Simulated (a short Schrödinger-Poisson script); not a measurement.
Structure: gated Al0.4Ga0.6N/GaN polarisation-induced gas, at 300 K.

```tsv
layer	material	thickness (nm)	Na (cm⁻³)
1	Al0.4Ga0.6N	20	-
2	GaN	6000	1e16
```

The device is made up for the run: typed textbook-type constants, with dimensions and the other settings drawn at random. Al0.4Ga0.6N: permittivity 9.26, conduction-band edge (eV) 0.58, gap (eV) 4.258, electron mass (mₑ) 0.248, Nv at 300 K (cm⁻³) 4.6e19. GaN: permittivity 9.5, conduction-band edge (eV) 0, gap (eV) 3.43, Nv at 300 K (cm⁻³) 4.6e19.

Channel valleys (confinement mass, in-plane density-of-states mass, number): Γ 0.2, 0.2, 1. At the gate the conduction-band edge of layer 1 lies 1.36 eV − eVg above the Fermi level of the channel; the field vanishes at the back. Sheet of polarisation charge: +2e13 e/cm² at 20 nm from the gate. The barrier under the gate holds no holes. Gaps are held at their typed values at every temperature. Mesh 0.08 nm at interfaces.

Solved with a short Schrödinger-Poisson script written for these runs: 1D Poisson equation in equilibrium, electrons quantum, Hartree (BenDaniel-Duke, 40 states a valley, the channel's in-plane mass for all, wave functions free to enter the barrier), parabolic valleys, classical holes, full ionisation, no traps, pinning or gate leakage.

Only gate voltages with over 1e8 electrons/cm² are shown.

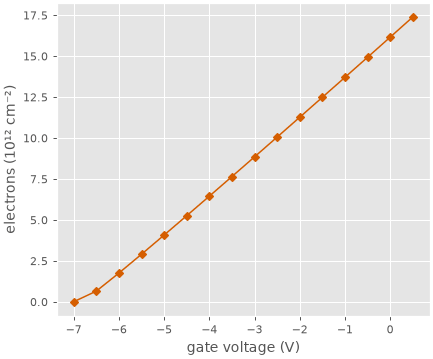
*Sheet density against gate voltage*

| Vg (V) | electrons (cm⁻²) | in the channel layer | C (μF/cm²) | Γ E0 (meV) | Γ E1 (meV) |
|---|---|---|---|---|---|
| 0.5 | 1.74e13 | 1.58e13 | 0.396 | -182.0 | -8.8 |
| 0 | 1.62e13 | 1.48e13 | 0.394 | -170.1 | -4.3 |
| -0.5 | 1.49e13 | 1.38e13 | 0.393 | -158.1 | 0.2 |
| -1 | 1.37e13 | 1.28e13 | 0.391 | -145.8 | 4.7 |
| -1.5 | 1.25e13 | 1.18e13 | 0.390 | -133.4 | 9.3 |
| -2 | 1.13e13 | 1.07e13 | 0.389 | -120.8 | 14.0 |
| -2.5 | 1.01e13 | 9.59e12 | 0.388 | -108.0 | 18.8 |
| -3 | 8.85e12 | 8.49e12 | 0.386 | -95.1 | 23.9 |
| -3.5 | 7.64e12 | 7.38e12 | 0.385 | -81.8 | 29.1 |
| -4 | 6.45e12 | 6.26e12 | 0.383 | -68.2 | 34.7 |
| -4.5 | 5.25e12 | 5.13e12 | 0.381 | -54.1 | 40.8 |
| -5 | 4.07e12 | 3.99e12 | 0.377 | -38.9 | 47.5 |
| -5.5 | 2.90e12 | 2.86e12 | 0.372 | -22.1 | 55.6 |
| -6 | 1.75e12 | 1.73e12 | 0.364 | -1.4 | 66.8 |
| -6.5 | 6.50e11 | 6.46e11 | 0.338 | 31.3 | 88.8 |
| -7 | 2.24e8 | 2.23e8 | 0.0157 | 241.9 | 290.3 |

Subbands count from the Fermi level.
